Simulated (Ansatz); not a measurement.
Molecular dynamics, with input and output: C₂H₆FNSi (part 2 of 2)

C₂H₆FNSi; RKS PBE-d3bjatm/def2-SVP (Ansatz 0.2.0). The geometry comes from this level: PBE0-D4/def2-TZVP.

Geometry of the input (Å):
```
N  -1.5597  1.5546  -0.2361
C  -0.8960  0.3579  -0.1858
C  0.4040  0.2055  0.0942
F  1.0976  1.3428  0.4196
Si 1.3498  -1.3832  0.0740
H  -1.0896  2.3380  0.1871
H  -2.5524  1.5339  -0.0844
H  -1.4699  -0.5234  -0.4459
H  0.3782  -2.4504  -0.2821
H  2.4530  -1.3583  -0.9235
H  1.9504  -1.6745  1.4034
```

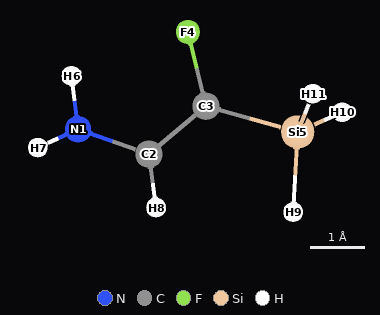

*The geometry at step 18 of the log (ball-and-stick view, seen at a tilt; atoms are numbered from 1 in the order of the input).*

**Trajectory as extended XYZ, continued**
```
11
Properties=species:S:1:pos:R:3:forces:R:3 step=7 time_fs=3.5 energy=-14236.41086 temperature=545.2
N    -1.5731    1.5702   -0.2473   -2.1010   1.6661   1.3661
C    -0.9153    0.3404   -0.1999   -0.9726  -1.1669  -0.4296
C     0.4279    0.1808    0.0839   -1.3912   1.3481  -0.0532
F     1.1044    1.3561    0.4345   -0.2173  -0.6514  -0.0944
Si    1.3608   -1.3924    0.0819    0.1373  -0.6240  -0.8043
H    -1.1257    2.4467    0.1520    0.2884  -1.5526  -0.5832
H    -2.6038    1.6826    0.1303    2.2275  -1.0545  -1.0926
H    -1.5798   -0.6040   -0.5741    1.5720   2.0775   0.9997
H     0.2993   -2.4694   -0.2878    0.6394   0.4093   0.3173
H     2.3970   -1.3195   -1.0739   -0.2320  -0.2634   0.7244
H     1.9794   -1.5796    1.4569    0.0495  -0.1880  -0.3501
11
Properties=species:S:1:pos:R:3:forces:R:3 step=8 time_fs=4.0 energy=-14236.37762 temperature=516.5
N    -1.5764    1.5735   -0.2481   -1.9546   1.5030   1.3590
C    -0.9190    0.3369   -0.2023   -0.7150  -0.9099  -0.3612
C     0.4307    0.1780    0.0824   -1.6746   1.5184  -0.0784
F     1.1054    1.3578    0.4366   -0.2831  -0.7724  -0.1289
Si    1.3624   -1.3939    0.0828    0.1591  -0.6455  -0.8541
H    -1.1289    2.4505    0.1425    0.4082  -1.4971  -0.5555
H    -2.5925    1.6964    0.1531    2.0470  -1.1337  -1.1264
H    -1.5829   -0.5983   -0.5847    1.5387   1.9906   1.0161
H     0.2923   -2.4695   -0.2865    0.6942   0.4402   0.3458
H     2.3878   -1.3159   -1.0907   -0.2526  -0.2899   0.8096
H     1.9843   -1.5676    1.4630    0.0328  -0.2037  -0.4260
11
Properties=species:S:1:pos:R:3:forces:R:3 step=10 time_fs=5.0 energy=-14236.40193 temperature=536.0
N    -1.5838    1.5807   -0.2492   -1.3628   0.8162   1.0764
C    -0.9269    0.3295   -0.2072   -0.0307  -0.1122  -0.1367
C     0.4353    0.1734    0.0795   -2.1686   1.8043  -0.1170
F     1.1071    1.3609    0.4407   -0.4104  -0.9911  -0.1987
Si    1.3657   -1.3970    0.0843    0.1883  -0.6184  -0.9062
H    -1.1320    2.4477    0.1198    0.7433  -1.1014  -0.4020
H    -2.5560    1.7156    0.1905    1.2827  -1.1897  -0.9949
H    -1.5781   -0.5730   -0.5987    1.2545   1.5158   0.9190
H     0.2834   -2.4667   -0.2813    0.7434   0.4455   0.3790
H     2.3676   -1.3108   -1.1185   -0.2482  -0.3324   0.9209
H     1.9945   -1.5450    1.4719    0.0085  -0.2367  -0.5398
11
Properties=species:S:1:pos:R:3:forces:R:3 step=12 time_fs=6.0 energy=-14236.44779 temperature=573.6
N    -1.5922    1.5884   -0.2496   -0.3356  -0.2609   0.3843
C    -0.9347    0.3220   -0.2123    0.9384   1.1376   0.2699
C     0.4381    0.1703    0.0764   -2.5436   2.0019  -0.1379
F     1.1086    1.3635    0.4448   -0.5306  -1.1741  -0.2666
Si    1.3690   -1.4003    0.0856    0.1940  -0.4972  -0.9013
H    -1.1279    2.4345    0.0932    1.1593  -0.4212  -0.1635
H    -2.5076    1.7236    0.2187   -0.0156  -1.0848  -0.5078
H    -1.5616   -0.5335   -0.6040    0.6084   0.5508   0.5872
H     0.2816   -2.4596   -0.2724    0.7115   0.3766   0.3821
H     2.3450   -1.3088   -1.1375   -0.1864  -0.3596   0.9489
H     2.0047   -1.5248    1.4757    0.0003  -0.2692  -0.5952
11
Properties=species:S:1:pos:R:3:forces:R:3 step=13 time_fs=6.5 energy=-14236.43442 temperature=561.8
N    -1.5966    1.5923   -0.2496    0.3206  -0.8570  -0.0985
C    -0.9384    0.3185   -0.2148    1.5427   1.9436   0.5632
C     0.4387    0.1693    0.0748   -2.6785   2.0631  -0.1410
F     1.1093    1.3645    0.4468   -0.5871  -1.2505  -0.2985
Si    1.3707   -1.4021    0.0861    0.1871  -0.4019  -0.8791
H    -1.1220    2.4260    0.0792    1.3541  -0.0541  -0.0418
H    -2.4826    1.7236    0.2306   -0.8039  -0.9727  -0.1220
H    -1.5507   -0.5112   -0.6044    0.1323  -0.1341   0.3136
H     0.2833   -2.4546   -0.2666    0.6650   0.3149   0.3731
H     2.3330   -1.3091   -1.1436   -0.1354  -0.3670   0.9304
H     2.0098   -1.5156    1.4755    0.0031  -0.2842  -0.5994
11
Properties=species:S:1:pos:R:3:forces:R:3 step=15 time_fs=7.5 energy=-14236.31786 temperature=464.0
N    -1.6049    1.5994   -0.2498    1.6297  -1.8330  -1.0808
C    -0.9447    0.3128   -0.2193    2.8548   3.7208   1.2717
C     0.4384    0.1686    0.0716   -2.8260   2.1041  -0.1309
F     1.1104    1.3662    0.4506   -0.6895  -1.3681  -0.3555
Si    1.3741   -1.4056    0.0869    0.1520  -0.1443  -0.7969
H    -1.1000    2.4093    0.0511    1.5576   0.4805   0.1299
H    -2.4402    1.7169    0.2545   -2.2168  -0.6883   0.7467
H    -1.5293   -0.4692   -0.6036   -1.0027  -1.7310  -0.3870
H     0.2912   -2.4427   -0.2524    0.5125   0.1388   0.3360
H     2.3082   -1.3123   -1.1492    0.0045  -0.3697   0.8270
H     2.0201   -1.4992    1.4708    0.0239  -0.3098  -0.5602
11
Properties=species:S:1:pos:R:3:forces:R:3 step=17 time_fs=8.5 energy=-14236.23689 temperature=397.3
N    -1.6122    1.6054   -0.2508    2.2706  -2.1185  -1.4671
C    -0.9488    0.3102   -0.2228    3.7144   4.9380   1.7781
C     0.4358    0.1696    0.0683   -2.7854   2.0359  -0.0968
F     1.1112    1.3672    0.4543   -0.7704  -1.4322  -0.3999
Si    1.3776   -1.4092    0.0875    0.0843   0.1929  -0.6661
H    -1.0634    2.3969    0.0242    1.3082   0.4898   0.1558
H    -2.4183    1.7037    0.2854   -2.5476  -0.4489   1.1687
H    -1.5173   -0.4436   -0.6064   -1.8175  -2.8732  -0.9258
H     0.3040   -2.4294   -0.2350    0.2884  -0.0994   0.2782
H     2.2834   -1.3191   -1.1469    0.1896  -0.3570   0.6354
H     2.0306   -1.4859    1.4608    0.0654  -0.3272  -0.4604
11
Properties=species:S:1:pos:R:3:forces:R:3 step=18 time_fs=9.0 energy=-14236.27272 temperature=427.5
N    -1.6153    1.6078   -0.2516    2.2056  -1.9868  -1.2839
C    -0.9497    0.3103   -0.2241    3.7099   5.0021   1.7777
C     0.4337    0.1707    0.0666   -2.6875   1.9632  -0.0698
F     1.1114    1.3674    0.4560   -0.8006  -1.4428  -0.4168
Si    1.3793   -1.4110    0.0877    0.0359   0.3841  -0.5849
H    -1.0402    2.3925    0.0113    0.9972   0.3002   0.1289
H    -2.4165    1.6953    0.3049   -2.1543  -0.3649   1.0423
H    -1.5174   -0.4406   -0.6109   -1.8514  -2.9416  -0.9563
H     0.3116   -2.4230   -0.2252    0.1560  -0.2355   0.2442
H     2.2716   -1.3238   -1.1434    0.2957  -0.3456   0.5089
H     2.0361   -1.4803    1.4541    0.0935  -0.3323  -0.3903
11
Properties=species:S:1:pos:R:3:forces:R:3 step=20 time_fs=10.0 energy=-14236.43547 temperature=563.8
N    -1.6203    1.6117   -0.2539    1.6231  -1.4718  -0.3984
C    -0.9494    0.3134   -0.2255    2.7726   3.9986   1.2133
C     0.4279    0.1741    0.0631   -2.3384   1.7502   0.0029
F     1.1116    1.3673    0.4594   -0.8400  -1.4241  -0.4404
Si    1.3828   -1.4145    0.0879   -0.0958   0.7845  -0.4032
H    -0.9876    2.3853   -0.0137    0.1542  -0.2444   0.0715
H    -2.4269    1.6761    0.3506   -0.7114  -0.2137   0.2694
H    -1.5304   -0.4549   -0.6263   -1.1224  -2.0128  -0.4799
H     0.3276   -2.4122   -0.2040   -0.1247  -0.5178   0.1744
H     2.2504   -1.3356   -1.1330    0.5219  -0.3151   0.2092
H     2.0478   -1.4717    1.4380    0.1610  -0.3335  -0.2187
11
Properties=species:S:1:pos:R:3:forces:R:3 step=22 time_fs=11.0 energy=-14236.49917 temperature=618.4
N    -1.6242    1.6145   -0.2564    1.0547  -1.0249   0.5520
C    -0.9469    0.3198   -0.2261    1.2514   2.3515   0.3274
C     0.4201    0.1789    0.0597   -1.8135   1.4630   0.0964
F     1.1113    1.3664    0.4625   -0.8571  -1.3625  -0.4528
Si    1.3863   -1.4177    0.0880   -0.2809   1.1576  -0.2269
H    -0.9334    2.3758   -0.0380   -0.6980  -0.6966   0.0767
H    -2.4441    1.6548    0.3989    0.7148  -0.0286  -0.6370
H    -1.5539   -0.4882   -0.6462    0.0321  -0.4925   0.2891
H     0.3424   -2.4063   -0.1812   -0.3772  -0.7663   0.1156
H     2.2341   -1.3504   -1.1207    0.7387  -0.2787  -0.1156
H     2.0610   -1.4662    1.4198    0.2351  -0.3221  -0.0248
11
Properties=species:S:1:pos:R:3:forces:R:3 step=23 time_fs=11.5 energy=-14236.46232 temperature=588.0
N    -1.6259    1.6157   -0.2576    0.8854  -0.9005   0.9000
C    -0.9452    0.3237   -0.2262    0.5178   1.5969  -0.0742
C     0.4157    0.1818    0.0580   -1.5002   1.2983   0.1488
F     1.1110    1.3658    0.4640   -0.8599  -1.3199  -0.4560
Si    1.3880   -1.4191    0.0880   -0.3940   1.3126  -0.1557
H    -0.9083    2.3688   -0.0499   -1.0473  -0.8201   0.1084
H    -2.4509    1.6440    0.4212    1.2326   0.0746  -0.9929
H    -1.5662   -0.5075   -0.6556    0.5370   0.1877   0.6230
H     0.3486   -2.4060   -0.1693   -0.4715  -0.8575   0.0949
H     2.2285   -1.3588   -1.1147    0.8297  -0.2604  -0.2675
H     2.0685   -1.4646    1.4105    0.2704  -0.3116   0.0713
11
Properties=species:S:1:pos:R:3:forces:R:3 step=25 time_fs=12.5 energy=-14236.32936 temperature=476.7
N    -1.6288    1.6175   -0.2595    0.7503  -0.8533   1.2833
C    -0.9416    0.3325   -0.2265   -0.6948   0.4423  -0.6791
C     0.4060    0.1882    0.0547   -0.8057   0.9419   0.2616
F     1.1101    1.3639    0.4668   -0.8574  -1.2189  -0.4588
Si    1.3913   -1.4217    0.0880   -0.6506   1.5226  -0.0771
H    -0.8664    2.3488   -0.0727   -1.5199  -0.8337   0.2144
H    -2.4549    1.6231    0.4582    1.8279   0.2784  -1.4314
H    -1.5860   -0.5434   -0.6692    1.2369   1.1680   1.0745
H     0.3574   -2.4116   -0.1449   -0.5595  -0.9384   0.0759
H     2.2234   -1.3776   -1.1050    0.9463  -0.2270  -0.5028
H     2.0853   -1.4637    1.3926    0.3264  -0.2819   0.2395
11
Properties=species:S:1:pos:R:3:forces:R:3 step=27 time_fs=13.5 energy=-14236.25212 temperature=411.8
N    -1.6312    1.6188   -0.2604    0.7746  -1.0162   1.2889
C    -0.9386    0.3416   -0.2274   -1.5476  -0.2920  -1.0416
C     0.3956    0.1954    0.0516   -0.0677   0.5720   0.3804
F     1.1087    1.3614    0.4693   -0.8464  -1.1041  -0.4596
Si    1.3944   -1.4238    0.0879   -0.9122   1.5739  -0.1041
H    -0.8387    2.3209   -0.0935   -1.6601  -0.5586   0.3507
H    -2.4416    1.6048    0.4817    1.9069   0.4552  -1.5136
H    -1.5942   -0.5685   -0.6727    1.5552   1.6742   1.2623
H     0.3610   -2.4261   -0.1197   -0.4936  -0.8628   0.0832
H     2.2273   -1.3984   -1.1000    0.9428  -0.1991  -0.5948
H     2.1053   -1.4655    1.3770    0.3482  -0.2426   0.3482
11
Properties=species:S:1:pos:R:3:forces:R:3 step=28 time_fs=14.0 energy=-14236.26223 temperature=420.5
N    -1.6322    1.6191   -0.2606    0.8189  -1.1538   1.1565
C    -0.9375    0.3461   -0.2281   -1.8474  -0.5443  -1.1509
C     0.3903    0.1992    0.0502    0.2987   0.3907   0.4399
F     1.1079    1.3600    0.4705   -0.8379  -1.0439  -0.4599
Si    1.3958   -1.4246    0.0879   -1.0267   1.5403  -0.1549
H    -0.8308    2.3048   -0.1028   -1.6002  -0.3254   0.4221
H    -2.4281    1.5972    0.4880    1.7710   0.5274  -1.4192
H    -1.5929   -0.5753   -0.6700    1.5999   1.7846   1.2789
H     0.3609   -2.4365   -0.1068   -0.4082  -0.7696   0.0926
H     2.2326   -1.4096   -1.0996    0.8904  -0.1862  -0.5774
H     2.1166   -1.4672    1.3704    0.3413  -0.2199   0.3723
11
Properties=species:S:1:pos:R:3:forces:R:3 step=30 time_fs=15.0 energy=-14236.36473 temperature=507.7
N    -1.6337    1.6192   -0.2603    0.9684  -1.4981   0.5847
C    -0.9364    0.3548   -0.2303   -2.1816  -0.8611  -1.2409
C     0.3801    0.2070    0.0476    0.9863   0.0517   0.5533
F     1.1059    1.3567    0.4727   -0.8143  -0.9210  -0.4612
Si    1.3984   -1.4258    0.0877   -1.1882   1.3765  -0.3029
H    -0.8262    2.2708   -0.1180   -1.2184   0.2999   0.5586
H    -2.3890    1.5859    0.4909    1.1416   0.6275  -0.9130
H    -1.5788   -0.5759   -0.6555    1.4909   1.7546   1.1827
H     0.3582   -2.4626   -0.0803   -0.1668  -0.5025   0.1117
H     2.2495   -1.4333   -1.1029    0.6945  -0.1578  -0.4278
H     2.1414   -1.4723    1.3598    0.2876  -0.1697   0.3549
```
